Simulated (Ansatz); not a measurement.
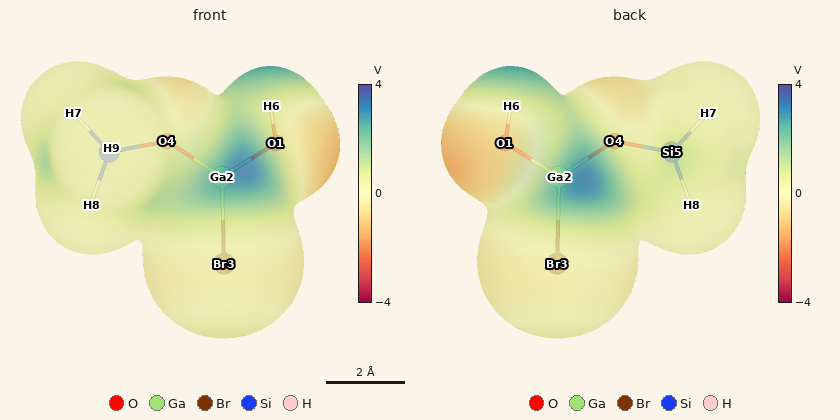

*BrGaH$_{4}$O$_{2}$Si (SMILES [OH][Ga]([Br])[O][SiH3]). The electrostatic potential painted on the density surface at 0.002 e/bohr³, seen from the front and from behind; the colour scale runs from red (negative) to blue (positive).*

Geometry: PBE0-D4/def2-TZVP.

Theory: RKS PBE0-D4/def2-TZVPP (Ansatz 0.2.0).

```yaml
atoms:
  - { symbol: O, position_ang: [2.5521, 1.4654, 0.3548] }
  - { symbol: Ga, position_ang: [1.4238, 0.1092, 0.2753] }
  - { symbol: Br, position_ang: [2.1500, -1.9925, 0.6561] }
  - { symbol: O, position_ang: [-0.2687, 0.4371, -0.1069] }
  - { symbol: Si, position_ang: [-1.6676, -0.3960, -0.2930] }
  - { symbol: H, position_ang: [2.1240, 2.3070, 0.1745] }
  - { symbol: H, position_ang: [-2.4883, 0.2916, -1.3222] }
  - { symbol: H, position_ang: [-1.4065, -1.7947, -0.7285] }
  - { symbol: H, position_ang: [-2.4187, -0.4271, 0.9900] }
```

Where is the surface potential most negative and most positive?

The most negative region (about −1.4 V, or −32 kcal/mol for a unit charge) lies over O1, the most positive (about +3.2 V, or +74 kcal/mol for a unit charge) over Ga2. Br3 shows a σ-hole: about +0.4 V, or +9 kcal/mol for a unit charge at the tip opposite its bond, against about −0.2 V on its flanks. O1 is the likeliest acceptor of a hydrogen bond.
